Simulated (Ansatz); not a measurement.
# SiB4W: from a guess to a relaxed structure, part 2 of 2

The task: take a trial cell of SiB4W to zero force and stress.

Ansatz 0.2.0; DFT PBE, scalar-relativistic, plane waves, PAW. The steps go on from the part before.

## (4) Relaxation on the finer mesh

The end of the coarse run is made exact in the group found at a tolerance of 0.06 Å and reduced to its primitive cell.

File input.yaml:

```yaml
crystal:
  lattice:
    - [3.3341233901, 0.0, 0.0]
    - [0.0, 3.3341233901, 0.0]
    - [0.0, 0.0, 7.5262113645]
  atoms:
    - { symbol: Si, position: [0.0, 0.0, 0.0] }
    - { symbol: B, position: [0.5, 0.5, 0.2859483887] }
    - { symbol: B, position: [0.5, 0.5, 0.7140516113] }
    - { symbol: B, position: [0.0, 0.0, 0.5] }
    - { symbol: B, position: [0.5, 0.5, 0.5] }
    - { symbol: W, position: [0.5, 0.5, 0.0] }
basis:
  ecutwfc: 420
kpoints:
  mp_grid: { grid: [12, 12, 6] }
hamiltonian:
  xc: pbe
scf:
  occupations: { method: gaussian, width: 0.1 }
output:
  forces: true
  stress: true
  eigenvalues: true
  write_density: true
  write_potential: true
  elf: true
  volumetric_format: npy
relax:
  adjacent_minimum: "off"
  f_tol: 0.01
  max_steps: 80
  cell: { stress_tol: 0.05 }
```

The run is started by

```bash
$ ansatz run input.yaml --threads 1 --pin off --max-ram 2560MiB --backend cpu --events-out ev --progress --plain --runs-dir out
```

Output, cut to the lines that bear on the results:

```text
Warning: RAYON_NUM_THREADS=1 ignored (pool sized by the plan → 1); use --threads N
[...]
Pseudopotentials: kind: paw
Pseudopotential: Si, paw, valence charge 4, recommended cutoff 420 eV (normal), Si.paw.azcp
Pseudopotential: B, paw, valence charge 3, recommended cutoff 420 eV (normal), B.paw.azcp
Pseudopotential: W, paw, valence charge 14, recommended cutoff 420 eV (normal), W.paw.azcp
Functional definition: PBE
[...]
Crystal: 6 atoms, lattice volume = 83.664 Å³
Basis set: ecut = 420 eV, 1657 PW (Γ), exchange–correlation on 48×48×108 points (8 copies of the dense FFT grid, shifted against one another)
Bands: 21, of which v1, the nominal top of the filled ones, is band 15 counted from 1 (14 counted from 0)
Symmetry: 16 space group operations
Space group: P4/mmm (ITA 123), of the structure as read, at distance tolerance 4.4e-5 Å
k-points: 112 of 864
[...]
--- Relaxed structure (3 steps of the walk, 3 accepted, 1 SCFs on fresh bases) ---
  F+E_penalty+E_count = -11635.43696157 eV   max|allowed force component| = 3.150e-3 eV/Å   (the final SCF, on the basis selected at the relaxed cell)
  cell:  # Å, volume = 83.8534 Å³
    - [3.339651715128327, 1.7893289978784314e-34, 5.138585840061137e-34]
    - [1.7893289978784314e-34, 3.339651715128327, -1.2479422754434188e-33]
    - [9.942407717832875e-34, -2.817015520052648e-33, 7.518273978296969]
  atoms:
    - { symbol: Si, position: [-6.476614299495908e-36, -5.191633338677756e-35, -5.464453099836816e-36] }
    - { symbol: B, position: [0.5, 0.5, 0.2861579793848508] }
    - { symbol: B, position: [0.5, 0.5, 0.7138420206151493] }
    - { symbol: B, position: [9.738895851658974e-35, -5.90522437526893e-35, 0.5] }
    - { symbol: B, position: [0.5, 0.5, 0.5] }
    - { symbol: W, position: [0.5, 0.5, 3.3319835974614686e-36] }
```

Wall time 1.7 min (1 thread of Intel Xeon at 2.50GHz (Skylake/Cascade Lake), shared host); peak memory 0.5 GiB.

The steps of the relaxation:

```csv
step,E - E(step 1) (eV/cell),largest force component (eV/Å),pressure (GPa),volume (Å³)
1,0.0000,0.0673,0.17,83.66
2,-0.0005,0.0205,-0.06,83.88
3,-0.0005,0.0031,0.00,83.85
4,-0.0006,0.0032,0.00,83.85
```

Step 1 is the start. Step 4 repeats the geometry before it on a plane-wave basis chosen anew for that cell, so its energy need not be comparable with the rows above.

|  | before | after | change |
| --- | --- | --- | --- |
| a (Å) | 3.334 | 3.340 | +0.2 % |
| b (Å) | 3.334 | 3.340 | +0.2 % |
| c (Å) | 7.526 | 7.518 | -0.1 % |
| volume (Å³/atom) | 13.94 | 13.98 | +0.2 % |
| shortest distance (Å) | 1.611 | 1.608 | -0.2 % |
| space group (0.01 Å) | P4/mmm | P4/mmm | same |

Forces and stress were held to the start's 16 operations: a distortion of lower symmetry was not tested.

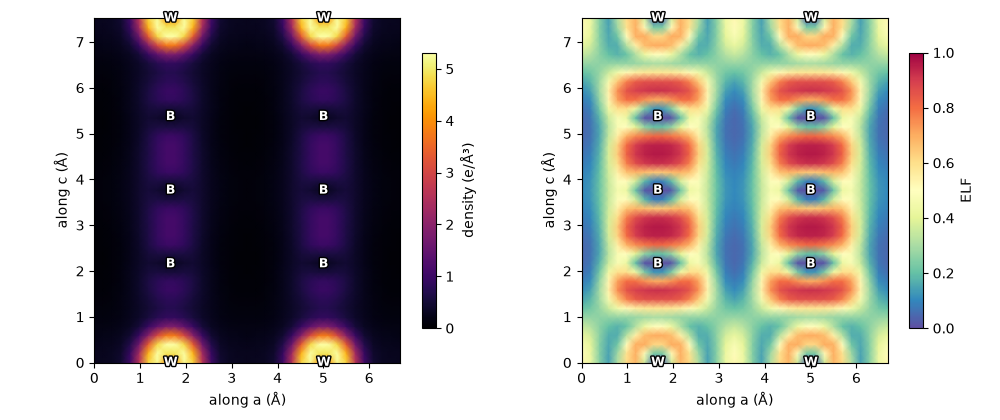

Density (left) and ELF (right) in a lattice plane of the grid's cell (edges 3.34 and 7.52 Å, at 0.500 of the third edge), which holds B and W. Only atoms in the plane are labelled. Both are smooth fields of the valence electrons: close to the nuclei they are not physical.

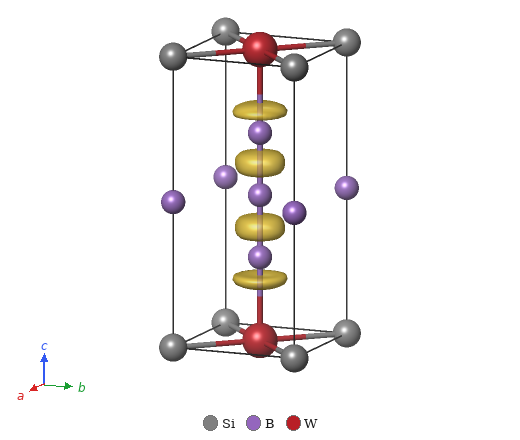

Surface of ELF = 0.85, drawn in one cell.

Outside the cores ELF peaks at 0.96 on the B–B line, 0.8 Å from B; 0.92 in the shell around B, 0.6 Å from B; 0.79 beside Si, off the lines to its neighbours, 1.0 Å from Si.

## (5) What came out

What follows sums up all 2 parts. Changes of volume or cell count from the first structure of part 1.

```
                              quantity                                                                      value
symmetry at the end (tolerance 0.05 Å)                                               space group P4/mmm (No. 123)
                     conventional cell  a = 3.340 Å, b = 3.340 Å, c = 7.518 Å, α = 90.00°, β = 90.00°, γ = 90.00°
                                volume                                                              13.98 Å³/atom
              energy over the elements                                                              +1.48 eV/atom
                       gap on the mesh                                                               none (metal)
```

The space group P4/mmm (No. 123) is kept, and the volume per atom grows by 18.7 % from the first guess. With a positive formation energy it can't be a ground state. No finished test with a distortion of lower symmetry is shown, so the end may be a saddle point. The runs treat W without spin-orbit coupling. Where forces pass 15 eV/Å atoms stand far too close, the PAW spheres overlap strongly and those numbers are rough.
